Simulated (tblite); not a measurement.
**C₃H₉BrGeSi: geometry relaxation (part 1 of 2)**

The run: geometry relaxation of C₃H₉BrGeSi. Method and program: GFN2-xTB geometry optimisation, gas phase (tblite 0.8.0).

It belongs to a series of runs on one base structure; here: constitutional isomer.

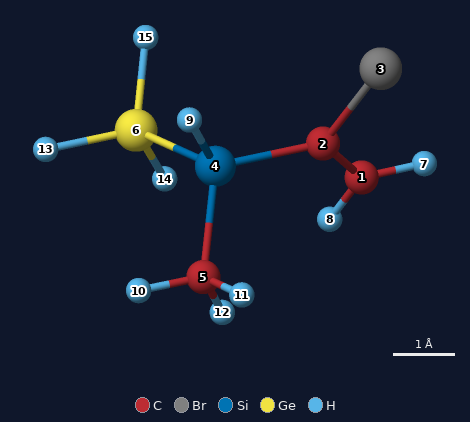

Figure 1. The input geometry (ball-and-stick view, seen at a tilt; atoms are numbered from 1 in the order of the input). Sticks mark near contacts.

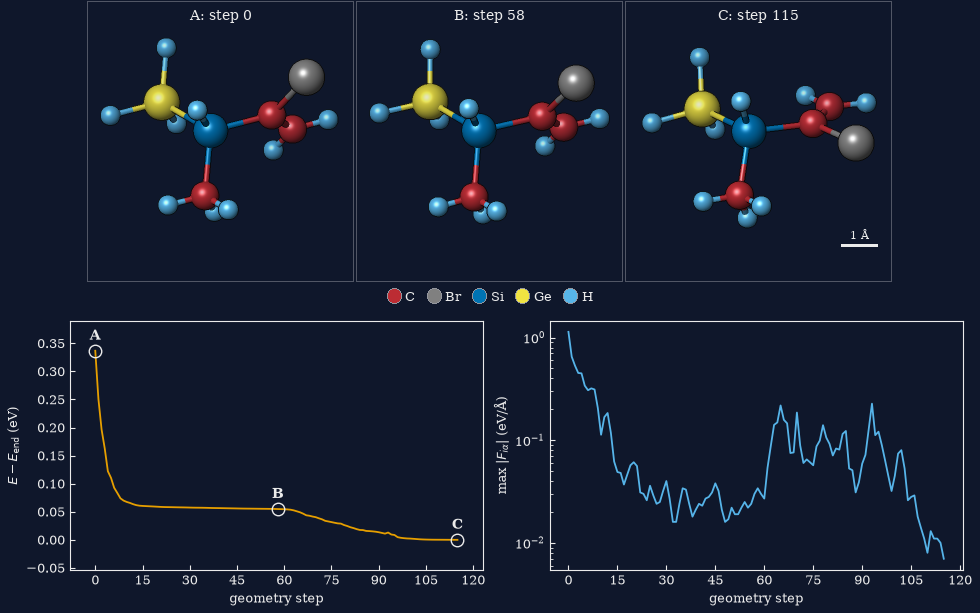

Figure 2. Frames of the relaxation (ball-and-stick view, seen at a tilt) above the curves, on which the letters mark them (steps are counted from 0).

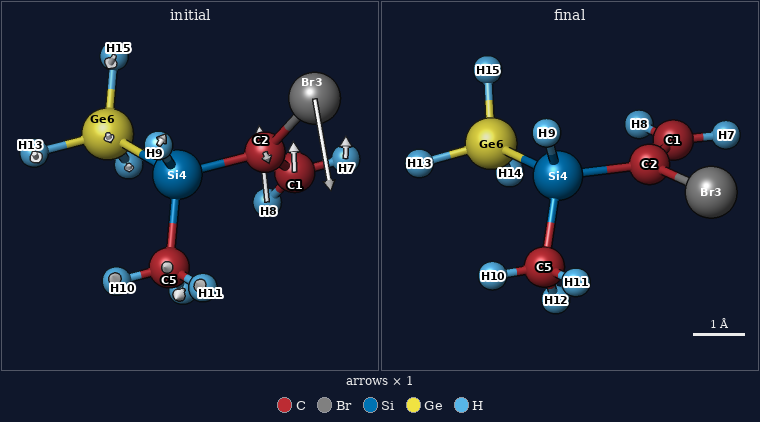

Figure 3. Before (left) and after (right) the relaxation, at one scale (ball-and-stick view, seen at a tilt). The white arrows give the displacements, at true length. The atom that moves furthest after the best rigid fit is Br3 (1.90 Å). By element the largest moves are Br 1.90 Å, H 1.58 Å, C 0.65 Å, Ge 0.27 Å, Si 0.02 Å. Distances before and after: Ge6–H15 1.559 → 1.498 Å, Ge6–H13 1.553 → 1.498 Å, C2–Si4 1.845 → 1.898 Å, Si4–Ge6 2.304 → 2.343 Å. Among the angles that change: Si4–Ge6–H14 108.9° → 116.4°, H13–Ge6–H14 110.4° → 103.2°, H14–Ge6–H15 109.4° → 103.4°. Over 115 geometry steps the energy falls by 0.337 eV. The largest force component goes from 1.1 to 0.007 eV/Å. (Atoms are counted from 1 in the order of the input.)

These pictures come from the run below.

## The input
```
{"job": {"kind": "relax", "xc": "GFN2-xTB", "basis": "xTB"}, "charge": 0, "multiplicity": 1}
C      1.914300    -0.644200    -0.882600
C      1.495800    -0.478500     0.370000
Br     2.742600    -0.729400     1.823500
Si    -0.248500    -0.017900     0.756400
C     -1.402400    -1.342600     0.122200
Ge    -0.757900     1.998500    -0.234400
H      2.935500    -0.906100    -1.101100
H      1.224500    -0.500300    -1.706900
H     -0.412800     0.089800     2.221700
H     -2.452100    -1.067700     0.363200
H     -1.156800    -2.316100     0.583800
H     -1.291300    -1.425200    -0.984100
H     -2.226300     2.379100     0.099000
H     -0.567300     1.868300    -1.768200
H      0.198300     3.100400     0.315500
```

The first line tells a small driver script what to run in tblite; the rest is the geometry in Å.

Command:
```bash
OMP_NUM_THREADS=1 python <driver script> task.json out
```

## Log
```
step      E/eV     max force
  0    -508.64841    1.426
  1    -508.73428    0.797
  2    -508.78850    0.658
  3    -508.82226    0.510
  4    -508.86297    0.479
  5    -508.87483    0.349
  6    -508.89246    0.385
  7    -508.90168    0.379
  8    -508.91130    0.321
  9    -508.91532    0.216
 10    -508.91770    0.149
 11    -508.91943    0.182
 12    -508.92162    0.187
 13    -508.92336    0.127
 14    -508.92435    0.085
 15    -508.92479    0.060
 16    -508.92508    0.053
 17    -508.92537    0.050
 18    -508.92565    0.051
 19    -508.92596    0.061
 20    -508.92629    0.063
 21    -508.92659    0.061
 22    -508.92679    0.039
 23    -508.92690    0.036
 24    -508.92699    0.031
 25    -508.92711    0.046
 26    -508.92723    0.041
 27    -508.92734    0.024
 28    -508.92743    0.026
 29    -508.92755    0.040
 30    -508.92770    0.053
 31    -508.92784    0.038
 32    -508.92792    0.018
 33    -508.92797    0.018
 34    -508.92804    0.035
 35    -508.92815    0.051
 36    -508.92830    0.049
 37    -508.92845    0.031
 38    -508.92855    0.023
 39    -508.92863    0.030
 40    -508.92872    0.039
 41    -508.92884    0.031
 42    -508.92895    0.030
 43    -508.92906    0.030
 44    -508.92916    0.043
 45    -508.92928    0.050
 46    -508.92940    0.039
 47    -508.92950    0.024
 48    -508.92957    0.021
 49    -508.92962    0.021
 50    -508.92968    0.024
 51    -508.92975    0.021
 52    -508.92982    0.022
 53    -508.92988    0.022
 54    -508.92993    0.025
 55    -508.92999    0.025
 56    -508.93007    0.035
 57    -508.93019    0.038
 58    -508.93035    0.034
 59    -508.93050    0.033
 60    -508.93067    0.034
 61    -508.93093    0.062
 62    -508.93150    0.107
 63    -508.93265    0.171
 64    -508.93435    0.200
 65    -508.93609    0.293
 66    -508.93852    0.191
 67    -508.94146    0.157
 68    -508.94228    0.085
 69    -508.94372    0.083
 70    -508.94481    0.231
 71    -508.94682    0.110
 72    -508.94864    0.068
 73    -508.95133    0.104
 74    -508.95243    0.072
 75    -508.95358    0.074
 76    -508.95479    0.098
 77    -508.95588    0.125
 78    -508.95628    0.195
 79    -508.95883    0.140
 80    -508.96053    0.111
 81    -508.96271    0.105
 82    -508.96424    0.115
 83    -508.96610    0.086
 84    -508.96757    0.125
 85    -508.96778    0.147
 86    -508.96929    0.055
 87    -508.96960    0.057
 88    -508.97007    0.037
 89    -508.97067    0.045
 90    -508.97161    0.064
 91    -508.97285    0.075
 92    -508.97414    0.132
 93    -508.97217    0.256
 94    -508.97569    0.118
 95    -508.97652    0.123
 96    -508.98041    0.110
 97    -508.98153    0.088
 98    -508.98223    0.060
 99    -508.98273    0.044
100    -508.98296    0.045
101    -508.98335    0.085
102    -508.98379    0.096
103    -508.98421    0.068
104    -508.98448    0.033
105    -508.98468    0.034
106    -508.98482    0.029
107    -508.98491    0.018
108    -508.98496    0.015
109    -508.98499    0.013
110    -508.98502    0.012
111    -508.98505    0.016
112    -508.98509    0.015
113    -508.98513    0.015
114    -508.98515    0.012
115    -508.98517    0.009
```

## Trajectory as extended XYZ (Å, eV, eV/Å), 32 of the 116 frames kept, from step=0 to step=115
```
15
Properties=species:S:1:pos:R:3:forces:R:3 step=0 energy=-508.64841
C     1.9143   -0.6442   -0.8826    0.0340   0.0810   0.5060
C     1.4958   -0.4785    0.3700    1.0240  -0.3840  -0.6610
Br    2.7426   -0.7294    1.8235   -0.1780   0.0410  -0.1850
Si   -0.2485   -0.0179    0.7564   -0.7040   0.4940   1.1370
C    -1.4024   -1.3426    0.1222   -0.5270  -0.6540  -0.4780
Ge   -0.7579    1.9985   -0.2344    0.0510   0.4290  -0.0730
H     2.9355   -0.9061   -1.1011    0.0030  -0.0290  -0.2230
H     1.2245   -0.5003   -1.7069    0.2080  -0.0510   0.1480
H    -0.4128    0.0898    2.2217    0.1100  -0.0730  -0.0790
H    -2.4521   -1.0677    0.3632    0.7340  -0.3630  -0.2600
H    -1.1568   -2.3161    0.5838   -0.3580   0.4380  -0.3920
H    -1.2913   -1.4252   -0.9841   -0.2670  -0.1120   0.8300
H    -2.2263    2.3791    0.0990    0.6960   0.0740  -0.3520
H    -0.5673    1.8683   -1.7682   -0.2040   0.4080   0.5730
H     0.1983    3.1004    0.3155   -0.6220  -0.2970  -0.4900
15
Properties=species:S:1:pos:R:3:forces:R:3 step=4 energy=-508.86297
C     1.9370   -0.6435   -0.8762    0.0690  -0.0410  -0.1500
C     1.5093   -0.4915    0.3623   -0.1480   0.0450   0.1090
Br    2.7353   -0.7280    1.8136    0.0180  -0.0130   0.0640
Si   -0.2763   -0.0027    0.8057    0.2720  -0.0290   0.0730
C    -1.4024   -1.3509    0.1209   -0.0820  -0.0890  -0.0210
Ge   -0.7512    2.0153   -0.2339    0.0540  -0.4480   0.1620
H     2.9491   -0.9127   -1.1336   -0.0040   0.0080  -0.0180
H     1.2448   -0.5051   -1.6934    0.0560  -0.0050  -0.0140
H    -0.4037    0.0820    2.2588    0.0510  -0.0450   0.1430
H    -2.4301   -1.1008    0.3431   -0.2090  -0.0110   0.0300
H    -1.1893   -2.3152    0.5580    0.0040  -0.1990   0.0540
H    -1.3149   -1.4435   -0.9549    0.0410  -0.0050  -0.1110
H    -2.1547    2.3978    0.0558   -0.1170   0.2380  -0.1150
H    -0.5916    1.9211   -1.7083   -0.0570   0.2140  -0.1360
H     0.1343    3.0857    0.2603    0.0520   0.3820  -0.0710
15
Properties=species:S:1:pos:R:3:forces:R:3 step=7 energy=-508.90168
C     1.9464   -0.6461   -0.8772   -0.0570  -0.0090   0.0230
C     1.5061   -0.4935    0.3610    0.2880  -0.0790  -0.0580
Br    2.7348   -0.7292    1.8177    0.0010  -0.0150   0.0350
Si   -0.2623   -0.0151    0.8289   -0.1520  -0.3200   0.1350
C    -1.4071   -1.3594    0.1246   -0.1120  -0.1400  -0.0100
Ge   -0.7421    1.9837   -0.2173    0.0070   0.2660  -0.0260
H     2.9564   -0.9147   -1.1465   -0.0280   0.0250   0.0930
H     1.2565   -0.5069   -1.6936   -0.0140   0.0090  -0.0770
H    -0.3938    0.0737    2.2905    0.0760  -0.0530  -0.0470
H    -2.4459   -1.1143    0.3395    0.0680  -0.0170   0.0130
H    -1.2011   -2.3372    0.5542   -0.0250   0.0360  -0.0230
H    -1.3177   -1.4504   -0.9586    0.0570   0.0510   0.1170
H    -2.1417    2.4318    0.0267   -0.0840   0.0920  -0.0270
H    -0.6069    1.9645   -1.7020   -0.0040   0.0510  -0.0950
H     0.1139    3.1211    0.2301   -0.0190   0.1050  -0.0530
15
Properties=species:S:1:pos:R:3:forces:R:3 step=11 energy=-508.91943
C     1.9474   -0.6495   -0.8800    0.0160  -0.0080   0.0050
C     1.5192   -0.5024    0.3619   -0.1000  -0.0270   0.0170
Br    2.7394   -0.7333    1.8254    0.0260  -0.0240  -0.0160
Si   -0.2658   -0.0476    0.8415    0.0270   0.1680  -0.0650
C    -1.4175   -1.3766    0.1293    0.0160  -0.0120   0.0270
Ge   -0.7393    1.9954   -0.2125   -0.0250  -0.0170  -0.0040
H     2.9600   -0.9123   -1.1420    0.0110   0.0200   0.0230
H     1.2608   -0.5070   -1.7016    0.0230  -0.0100   0.0330
H    -0.3776    0.0594    2.3034    0.0540  -0.0710  -0.0520
H    -2.4516   -1.1237    0.3408   -0.0230  -0.0250   0.0170
H    -1.2117   -2.3535    0.5515   -0.0400  -0.0820   0.0040
H    -1.3111   -1.4479   -0.9500    0.0130  -0.0050   0.0030
H    -2.1452    2.4606    0.0092   -0.0120   0.0320   0.0000
H    -0.6144    1.9916   -1.7080    0.0090   0.0010   0.0150
H     0.1031    3.1547    0.2094    0.0060   0.0580  -0.0070
15
Properties=species:S:1:pos:R:3:forces:R:3 step=15 energy=-508.92479
C     1.9486   -0.6520   -0.8764    0.0060   0.0010   0.0120
C     1.5126   -0.5119    0.3636    0.0160   0.0210  -0.0020
Br    2.7443   -0.7403    1.8236   -0.0440  -0.0160  -0.0380
Si   -0.2686   -0.0383    0.8334   -0.0060  -0.0320   0.0030
C    -1.4183   -1.3848    0.1372   -0.0010   0.0200  -0.0080
Ge   -0.7435    2.0094   -0.2137    0.0000   0.0110   0.0090
H     2.9641   -0.9072   -1.1333    0.0090   0.0010   0.0160
H     1.2658   -0.5090   -1.7002    0.0120  -0.0100   0.0080
H    -0.3594    0.0395    2.2966    0.0210  -0.0120  -0.0120
H    -2.4546   -1.1330    0.3447    0.0050  -0.0150   0.0040
H    -1.2235   -2.3707    0.5504    0.0170   0.0490   0.0080
H    -1.3061   -1.4479   -0.9427   -0.0200  -0.0310   0.0010
H    -2.1495    2.4776    0.0035   -0.0100   0.0170   0.0050
H    -0.6147    2.0004   -1.7081    0.0050  -0.0070  -0.0050
H     0.0985    3.1762    0.1996   -0.0110   0.0050  -0.0020
15
Properties=species:S:1:pos:R:3:forces:R:3 step=19 energy=-508.92596
C     1.9510   -0.6521   -0.8749    0.0070   0.0050  -0.0280
C     1.5116   -0.5090    0.3628   -0.0120   0.0000  -0.0210
Br    2.7370   -0.7464    1.8175    0.0170  -0.0150   0.0570
Si   -0.2695   -0.0389    0.8303   -0.0060   0.0360  -0.0110
C    -1.4192   -1.3829    0.1363   -0.0130  -0.0160  -0.0100
Ge   -0.7456    2.0134   -0.2123   -0.0110   0.0010  -0.0040
H     2.9676   -0.9062   -1.1274    0.0140  -0.0070   0.0060
H     1.2696   -0.5117   -1.6989    0.0010   0.0020  -0.0330
H    -0.3503    0.0319    2.2931    0.0060  -0.0050   0.0160
H    -2.4556   -1.1374    0.3469   -0.0170   0.0140   0.0010
H    -1.2207   -2.3647    0.5538    0.0300  -0.0090   0.0290
H    -1.3101   -1.4553   -0.9425   -0.0160  -0.0080  -0.0210
H    -2.1523    2.4850    0.0037    0.0090   0.0040  -0.0020
H    -0.6134    2.0000   -1.7082   -0.0030  -0.0030   0.0190
H     0.0954    3.1823    0.1978   -0.0060   0.0010   0.0020
15
Properties=species:S:1:pos:R:3:forces:R:3 step=22 energy=-508.92679
C     1.9540   -0.6513   -0.8771    0.0000   0.0020   0.0000
C     1.5100   -0.5066    0.3590    0.0130  -0.0190  -0.0020
Br    2.7323   -0.7540    1.8202   -0.0150   0.0010   0.0110
Si   -0.2717   -0.0364    0.8263   -0.0010   0.0250   0.0170
C    -1.4217   -1.3833    0.1346    0.0040  -0.0040   0.0100
Ge   -0.7488    2.0183   -0.2114    0.0040  -0.0140   0.0110
H     2.9729   -0.9065   -1.1215   -0.0110  -0.0050  -0.0130
H     1.2736   -0.5137   -1.7032    0.0310   0.0080  -0.0220
H    -0.3413    0.0245    2.2924   -0.0080   0.0030  -0.0260
H    -2.4584   -1.1397    0.3488    0.0050   0.0000  -0.0050
H    -1.2140   -2.3599    0.5610    0.0030  -0.0060   0.0060
H    -1.3163   -1.4632   -0.9448   -0.0130  -0.0010   0.0110
H    -2.1534    2.4925    0.0033   -0.0100   0.0030  -0.0030
H    -0.6128    1.9995   -1.7056   -0.0070   0.0020  -0.0010
H     0.0912    3.1878    0.1961    0.0050   0.0040   0.0070
15
Properties=species:S:1:pos:R:3:forces:R:3 step=26 energy=-508.92723
C     1.9559   -0.6507   -0.8784    0.0110  -0.0080  -0.0050
C     1.5098   -0.5085    0.3572   -0.0160   0.0050  -0.0070
Br    2.7264   -0.7572    1.8238   -0.0130  -0.0030  -0.0090
Si   -0.2717   -0.0332    0.8248    0.0090  -0.0290  -0.0270
C    -1.4213   -1.3833    0.1362    0.0000   0.0010   0.0050
Ge   -0.7501    2.0196   -0.2096   -0.0070   0.0210  -0.0080
H     2.9738   -0.9084   -1.1222    0.0170  -0.0090   0.0000
H     1.2822   -0.5122   -1.7099    0.0060   0.0150   0.0050
H    -0.3403    0.0232    2.2888   -0.0110   0.0100   0.0160
H    -2.4584   -1.1405    0.3491    0.0010  -0.0020   0.0190
H    -1.2101   -2.3581    0.5656   -0.0070   0.0010   0.0010
H    -1.3215   -1.4670   -0.9433    0.0130   0.0010   0.0060
H    -2.1554    2.4955    0.0026    0.0020  -0.0040  -0.0010
H    -0.6142    1.9992   -1.7042   -0.0050   0.0040   0.0030
H     0.0905    3.1896    0.1975    0.0000  -0.0030   0.0040
15
Properties=species:S:1:pos:R:3:forces:R:3 step=30 energy=-508.92770
C     1.9619   -0.6524   -0.8814    0.0070   0.0040  -0.0080
C     1.5081   -0.5105    0.3516    0.0220   0.0000  -0.0150
Br    2.7146   -0.7632    1.8252    0.0010  -0.0110  -0.0040
Si   -0.2713   -0.0337    0.8188   -0.0190   0.0400   0.0290
C    -1.4222   -1.3846    0.1393   -0.0080  -0.0110  -0.0030
Ge   -0.7532    2.0254   -0.2086    0.0080  -0.0280   0.0050
H     2.9801   -0.9130   -1.1215    0.0110  -0.0060   0.0150
H     1.2952   -0.5062   -1.7170   -0.0070   0.0070   0.0010
H    -0.3402    0.0229    2.2854   -0.0040   0.0100  -0.0260
H    -2.4586   -1.1430    0.3556   -0.0040   0.0020   0.0110
H    -1.2079   -2.3569    0.5720   -0.0050  -0.0130   0.0030
H    -1.3242   -1.4722   -0.9397    0.0030  -0.0030  -0.0070
H    -2.1585    2.5003    0.0014   -0.0020  -0.0010   0.0050
H    -0.6175    2.0014   -1.7025   -0.0010   0.0130  -0.0090
H     0.0892    3.1936    0.1996   -0.0030  -0.0020   0.0010
15
Properties=species:S:1:pos:R:3:forces:R:3 step=33 energy=-508.92797
C     1.9663   -0.6530   -0.8843   -0.0040   0.0120   0.0040
C     1.5081   -0.5109    0.3471   -0.0020   0.0100   0.0080
Br    2.7082   -0.7675    1.8253    0.0090  -0.0160  -0.0020
Si   -0.2721   -0.0314    0.8170    0.0060  -0.0110  -0.0090
C    -1.4228   -1.3858    0.1410    0.0050   0.0010   0.0070
Ge   -0.7541    2.0259   -0.2083   -0.0010   0.0000  -0.0080
H     2.9850   -0.9168   -1.1202   -0.0060  -0.0010   0.0110
H     1.3015   -0.5012   -1.7205    0.0040  -0.0010  -0.0070
H    -0.3425    0.0259    2.2820    0.0020   0.0110  -0.0010
H    -2.4587   -1.1438    0.3608    0.0030  -0.0030  -0.0060
H    -1.2077   -2.3575    0.5754   -0.0030  -0.0020  -0.0020
H    -1.3248   -1.4749   -0.9382   -0.0120  -0.0030   0.0080
H    -2.1597    2.5012    0.0016    0.0030  -0.0030   0.0070
H    -0.6197    2.0040   -1.7023    0.0010   0.0130  -0.0080
H     0.0886    3.1938    0.2016   -0.0060  -0.0060  -0.0020
15
Properties=species:S:1:pos:R:3:forces:R:3 step=37 energy=-508.92845
C     1.9723   -0.6483   -0.8872   -0.0010  -0.0130   0.0120
C     1.5088   -0.5075    0.3424   -0.0110  -0.0070   0.0120
Br    2.7015   -0.7841    1.8240    0.0040  -0.0090  -0.0050
Si   -0.2719   -0.0301    0.8110    0.0080  -0.0130  -0.0170
C    -1.4231   -1.3890    0.1463   -0.0080  -0.0050  -0.0080
Ge   -0.7565    2.0261   -0.2117   -0.0130   0.0160  -0.0230
H     2.9909   -0.9233   -1.1113   -0.0090   0.0140  -0.0160
H     1.3151   -0.4932   -1.7293    0.0180   0.0070   0.0160
H    -0.3440    0.0354    2.2744    0.0060   0.0080   0.0240
H    -2.4582   -1.1466    0.3678   -0.0090   0.0040   0.0070
H    -1.2082   -2.3603    0.5814    0.0090   0.0020   0.0090
H    -1.3315   -1.4818   -0.9327    0.0010  -0.0030  -0.0130
H    -2.1611    2.5021    0.0056    0.0040  -0.0100   0.0000
H    -0.6229    2.0159   -1.7063   -0.0040   0.0080   0.0000
H     0.0842    3.1927    0.2038    0.0050   0.0000   0.0020
15
Properties=species:S:1:pos:R:3:forces:R:3 step=41 energy=-508.92884
C     1.9776   -0.6477   -0.8869    0.0020   0.0010   0.0000
C     1.5084   -0.5082    0.3405    0.0070  -0.0230  -0.0010
Br    2.6957   -0.8005    1.8226    0.0030  -0.0090   0.0140
Si   -0.2723   -0.0298    0.8048   -0.0170   0.0160   0.0200
C    -1.4253   -1.3927    0.1490    0.0040   0.0100   0.0010
Ge   -0.7598    2.0290   -0.2175    0.0160  -0.0150   0.0130
H     2.9956   -0.9257   -1.1079    0.0150   0.0050  -0.0040
H     1.3302   -0.4841   -1.7340   -0.0200   0.0110   0.0040
H    -0.3429    0.0443    2.2707    0.0080   0.0020  -0.0230
H    -2.4594   -1.1488    0.3755    0.0060  -0.0070  -0.0040
H    -1.2065   -2.3616    0.5886    0.0000   0.0130  -0.0040
H    -1.3373   -1.4891   -0.9304   -0.0070  -0.0070   0.0060
H    -2.1628    2.5018    0.0082   -0.0120  -0.0030  -0.0040
H    -0.6271    2.0282   -1.7109   -0.0060   0.0080  -0.0170
H     0.0815    3.1928    0.2059    0.0010  -0.0020  -0.0020
15
Properties=species:S:1:pos:R:3:forces:R:3 step=45 energy=-508.92928
C     1.9836   -0.6461   -0.8863    0.0010   0.0110  -0.0070
C     1.5084   -0.5145    0.3399    0.0020  -0.0060  -0.0010
Br    2.6915   -0.8221    1.8240   -0.0170  -0.0090   0.0060
Si   -0.2737   -0.0274    0.7999    0.0380  -0.0170  -0.0280
C    -1.4268   -1.3940    0.1520    0.0000   0.0020   0.0060
Ge   -0.7609    2.0290   -0.2241   -0.0110   0.0100  -0.0140
H     3.0022   -0.9257   -1.1054   -0.0090   0.0060   0.0050
H     1.3414   -0.4708   -1.7356   -0.0140   0.0040   0.0140
H    -0.3404    0.0573    2.2636    0.0010  -0.0010   0.0100
H    -2.4601   -1.1523    0.3828   -0.0070   0.0000  -0.0020
H    -1.2042   -2.3600    0.5955    0.0050   0.0000   0.0040
H    -1.3452   -1.4982   -0.9271    0.0040   0.0080   0.0050
H    -2.1659    2.4977    0.0106    0.0130  -0.0080  -0.0100
H    -0.6334    2.0446   -1.7199   -0.0060  -0.0020   0.0160
H     0.0792    3.1905    0.2080    0.0000   0.0020  -0.0030
```
